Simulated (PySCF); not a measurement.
**C4H5FN2: NMR shifts, electronic excitations and K edges in gas and solvents, part 1 of 2**

Aim: compute the NMR shifts, electronic excitations and K edges of C4H5FN2 (`Cn1nccc1F`), and see what a dielectric continuum does where one was used.

Computed with PySCF 2.14.0, with density-fitted response routines of our own, on a single molecule, in the gas phase or a continuum. Atoms count from 0, in the outputs and in this text.

**1. The starting structure**

12 atoms, charge 0, multiplicity 1; geometry from: GFN2-xTB.

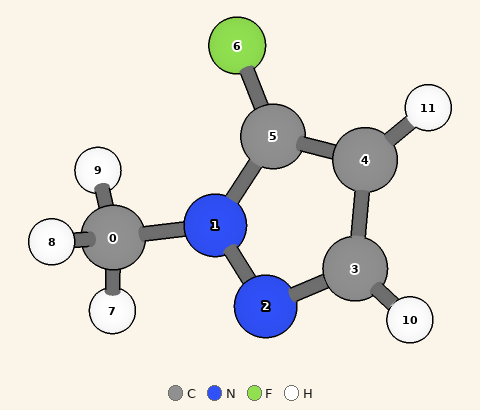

As it starts; carbon grey, nitrogen blue, fluorine green, hydrogen white, atoms numbered; sticks join atoms by distance.

**2. Optimising the geometry at PBE0-D3(BJ)/def2-SVP**

The job: settings as JSON, then the geometry in Å.

```
{"job": {"xc": "PBE0", "basis": "def2-SVP", "d3": "d3bj", "grid": 1, "kind": "geom"}, "charge": 0, "multiplicity": 1}
C     -1.825241    -0.279193     0.078985
N     -0.395092    -0.171759     0.020171
N      0.394594    -1.238276     0.139051
C      1.633491    -0.797462     0.059933
C      1.675279     0.594017    -0.114432
C      0.347949     0.941409    -0.130394
F     -0.245607     2.127816    -0.270797
H     -2.137357    -1.150991    -0.493837
H     -2.156305    -0.399724     1.112553
H     -2.270170     0.621586    -0.339926
H      2.454521    -1.482210     0.126663
H      2.525137     1.234101    -0.213997
```

Started as:

```
OMP_NUM_THREADS=1 python probes_run.py task.json out
```

This one command runs all jobs of the session in turn.

Standard output:

```text
step   0  E = -364.08814449  max force = 0.016935
step   1  E = -364.08888657  max force = 0.005568
step   2  E = -364.08940995  max force = 0.002689
step   3  E = -364.08938362  max force = 0.003406
step   4  E = -364.08946597  max force = 0.001907
step   5  E = -364.08945397  max force = 0.002594
step   6  E = -364.08949057  max force = 0.001052
step   7  E = -364.08949269  max force = 0.001333
step   8  E = -364.08950909  max force = 0.000263
step   9  E = -364.08951051  max force = 0.000141
optimisation converged
```

Run time: 2.3 min. Hardware: 1 thread, shared host.

The steps of the relaxation:

| step | energy from step 0 (eV) | largest force component (eV/Å) |
| --- | --- | --- |
| 0 | 0.0000 | 0.8708 |
| 1 | -0.0202 | 0.2863 |
| 2 | -0.0344 | 0.1383 |
| 3 | -0.0337 | 0.1751 |
| 4 | -0.0360 | 0.0981 |
| 5 | -0.0356 | 0.1334 |
| 6 | -0.0366 | 0.0541 |
| 7 | -0.0367 | 0.0685 |
| 8 | -0.0371 | 0.0135 |
| 9 | -0.0372 | 0.0073 |

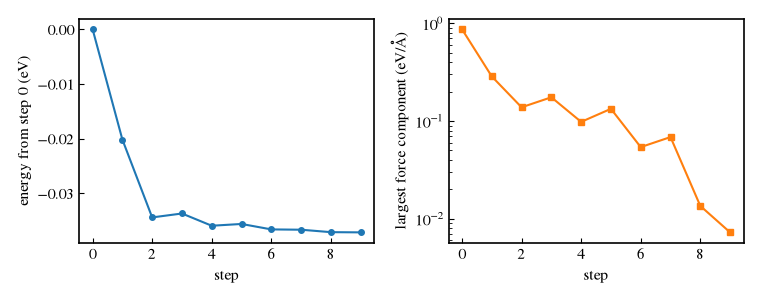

Energy and largest force along the relaxation.

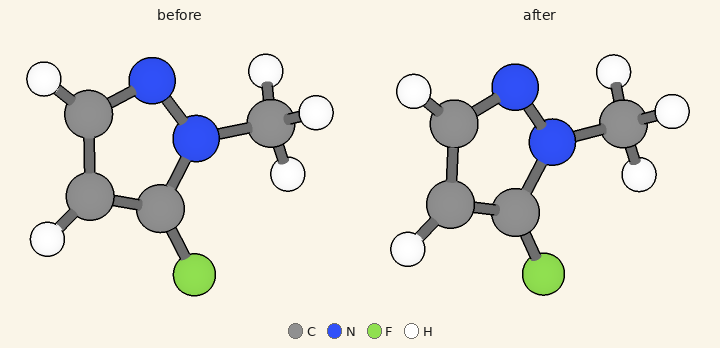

Before and after, at one scale.

Close pairs (by a distance rule), those that changed most:

| bond | before (Å) | after (Å) | change (Å) |
| --- | --- | --- | --- |
| C3–H10 | 1.071 | 1.090 | +0.019 |
| C5–F6 | 1.334 | 1.317 | -0.017 |
| C4–H11 | 1.069 | 1.086 | +0.017 |
| C3–C4 | 1.403 | 1.414 | +0.011 |
| C0–H7 | 1.089 | 1.098 | +0.009 |
| C0–H9 | 1.089 | 1.097 | +0.008 |
| C0–H8 | 1.092 | 1.100 | +0.008 |
| N2–C3 | 1.317 | 1.324 | +0.007 |

The next job starts from the end point, and lists it.

| at the end point | value |
| --- | --- |
| point group (found at 0.08 Å tolerance) | C1 |
| rotational constants (GHz, main isotopes) | 4.041, 3.412, 1.872 |
| dipole moment (D) | 1.32 |

**3. NMR shieldings: PBE0/pcSseg-1 in chloroform**

The job: settings as JSON, then the geometry in Å.

```
{"job": {"kind": "nmr", "xc": "PBE0", "basis": "pcSseg-1", "solvent": "chloroform", "pop": true}, "charge": 0, "multiplicity": 1}
C     -1.810049    -0.347524    -0.059043
N     -0.382740    -0.184970     0.001217
N      0.415105    -1.195127     0.366176
C      1.642057    -0.698443     0.339506
C      1.663971     0.661285    -0.047167
C      0.330565     0.933497    -0.248396
F     -0.281682     2.038421    -0.619829
H     -2.054612    -1.224460    -0.673410
H     -2.226515    -0.488908     0.949270
H     -2.249801     0.550244    -0.510179
H      2.488282    -1.334469     0.598551
H      2.506141     1.336115    -0.167637
```

Method: GIAO PBE0/pcSseg-1 NMR shielding, non-relativistic, IEF-PCM chloroform.

Standard output:

```text
coarse grid: 10656 points
cycle   1  E = -364.2112295557  dE =  1.340e+00  |g| = 5.423e-01  |ddm| = 3.211e+00
cycle   2  E = -364.1417921951  dE =  6.944e-02  |g| = 8.092e-01  |ddm| = 9.367e-01
cycle   3  E = -364.2689046553  dE = -1.271e-01  |g| = 8.306e-02  |ddm| = 5.753e-01
cycle   4  E = -364.2700886564  dE = -1.184e-03  |g| = 4.033e-02  |ddm| = 8.225e-02
cycle   5  E = -364.2703992216  dE = -3.106e-04  |g| = 8.451e-03  |ddm| = 2.961e-02
cycle   6  E = -364.2704122989  dE = -1.308e-05  |g| = 2.810e-03  |ddm| = 7.474e-03
cycle   7  E = -364.2704138301  dE = -1.531e-06  |g| = 1.040e-03  |ddm| = 2.578e-03
final grid: 105280 points
cycle   8  E = -364.3145281371  dE = -3.183e-05  |g| = 5.893e-03  |ddm| = 2.740e-02
cycle   9  E = -364.3145271188  dE =  1.018e-06  |g| = 6.632e-03  |ddm| = 1.009e-02
cycle  10  E = -364.3145365659  dE = -9.447e-06  |g| = 1.162e-03  |ddm| = 5.178e-03
cycle  11  E = -364.3145367712  dE = -2.053e-07  |g| = 1.532e-04  |ddm| = 8.084e-04
cycle  12  E = -364.3145367738  dE = -2.609e-09  |g| = 9.106e-05  |ddm| = 1.367e-04
cycle  13  E = -364.3145367754  dE = -1.668e-09  |g| = 2.168e-05  |ddm| = 8.107e-05
cycle  14  E = -364.3145367755  dE = -9.948e-11  |g| = 5.233e-06  |ddm| = 2.006e-05
converged SCF energy = -364.3145367755

GIAO shielding tensors (ppm)
atom      isotropic    diamagn.    paramagn.     s11        s22        s33       span
  0 C      151.644     244.326     -92.682    128.184    142.092    184.655     56.471
  1 N       56.120     333.095    -276.974    -36.385     76.224    128.522    164.906
  2 N      -50.352     322.821    -373.174   -255.772    -59.165    163.880    419.651
  3 C       42.956     250.818    -207.862    -47.545     38.928    137.484    185.029
  4 C       94.678     259.936    -165.258     44.014     76.328    163.694    119.680
  5 C       23.153     250.396    -227.243    -39.305     39.927     68.838    108.143
  6 F      319.411     473.209    -153.798    234.061    302.317    421.855    187.793
  7 H       27.574      27.932      -0.358     23.096     25.704     33.921     10.825
  8 H       27.707      27.898      -0.191     23.611     25.145     34.366     10.755
  9 H       27.466      28.833      -1.368     22.449     27.903     32.045      9.596
 10 H       23.782      29.206      -5.423     21.233     24.576     25.537      4.304
 11 H       25.342      30.520      -5.178     22.579     25.316     28.132      5.553
```

It took 41 s on 1 thread, shared host.

The references, computed at this level on geometries of the same kind, shield at (ppm): 1H TMS 31.25, 13C TMS 185.2, 19F CFCl3 179.6, 15N NH3 267.8. Their shielding less the atom's gives the shift. The references are single molecules in the same continuum, so shifts against H2O, NH3, PH3, H3PO4 or CFCl3 are not on the usual liquid scales and can be off by tens of ppm. Atoms listed in one row are averaged.

| atoms | environment | σ (ppm) | δ (ppm) |
| --- | --- | --- | --- |
| C5 | aromatic carbon bearing fluorine | 23.2 | 162.0 |
| C3 | aromatic CH next to a ring nitrogen | 43.0 | 142.2 |
| C4 | aromatic CH | 94.7 | 90.5 |
| C0 | methyl carbon bonded to N | 151.6 | 33.5 |
| H10 | hydrogen on an aromatic CH next to a ring nitrogen | 23.78 | 7.46 |
| H11 | hydrogen on an aromatic CH | 25.34 | 5.90 |
| H7, H8, H9 | hydrogen on a methyl carbon bonded to N | 27.58 | 3.66 |
| N2 | pyridine-type nitrogen of an azole | -50.4 | 318.2 |
| N1 | pyrrole-type ring nitrogen | 56.1 | 211.7 |
| F6 | aryl fluorine | 319.4 | -139.8 |

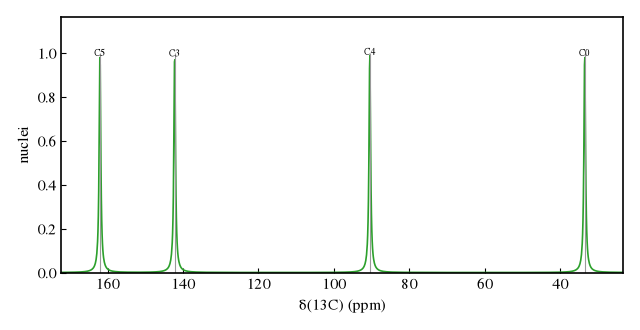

13C lines at the computed shifts, without couplings. Lines are broadened to a width of 0.51 ppm (Lorentzian).

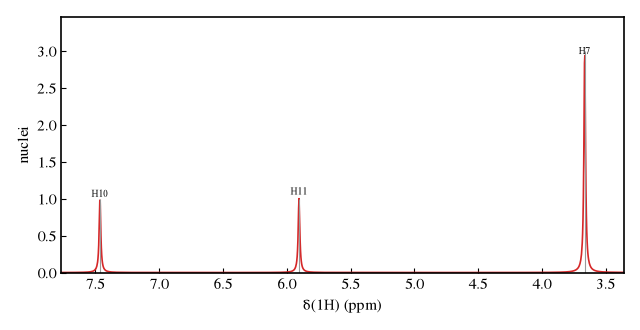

1H lines at the computed shifts, without couplings. Lines are broadened to a width of 0.02 ppm (Lorentzian).

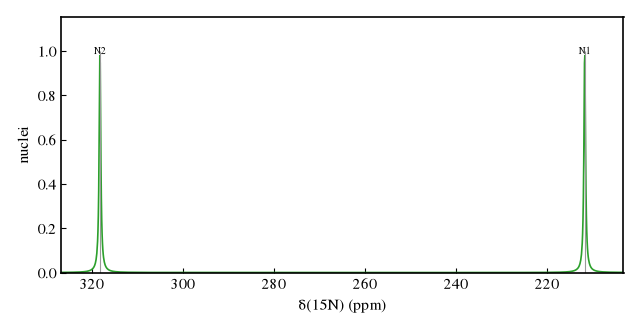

15N lines at the computed shifts, without couplings. Lines are broadened to a width of 0.43 ppm (Lorentzian).

Charges from the same density, by scheme (e):

| atoms | Mulliken | IAO | Hirshfeld | ESP fit |
| --- | --- | --- | --- | --- |
| C0 | -0.04 | -0.31 | -0.05 | -0.57 |
| N1 | -0.47 | 0.01 | 0.03 | 0.40 |
| N2 | -0.28 | -0.29 | -0.18 | -0.57 |
| C3 | 0.13 | -0.07 | -0.04 | 0.13 |
| C4 | -0.34 | -0.30 | -0.13 | -0.61 |
| C5 | 0.60 | 0.34 | 0.12 | 0.35 |
| F6 | -0.25 | -0.24 | -0.06 | -0.17 |

Mulliken charges:

| atom | value (e) |
| --- | --- |
| C0 | -0.04 |
| N1 | -0.47 |
| N2 | -0.28 |
| C3 | 0.13 |
| C4 | -0.34 |
| C5 | 0.60 |
| F6 | -0.25 |
| H7 | 0.15 |
| H8 | 0.15 |
| H9 | 0.14 |
| H10 | 0.12 |
| H11 | 0.12 |

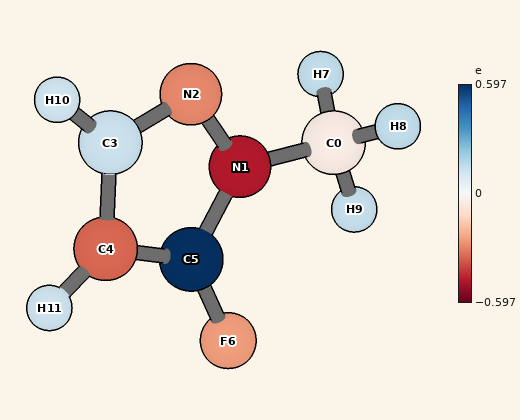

Mulliken charges, as colours on the atoms.

Mayer bond orders: C0–N1 0.90, N1–N2 1.15, N2–C3 1.54, C3–C4 1.30, C4–C5 1.46, C5–F6 0.99, C5–N1 1.14.

Ring of atoms N1, N2, C3, C4, C5: NICS(0) -14.1, NICS(1) -10.9, NICS(1)zz -27.2 ppm (means of both faces).

(Continued in part 2 of 2.)
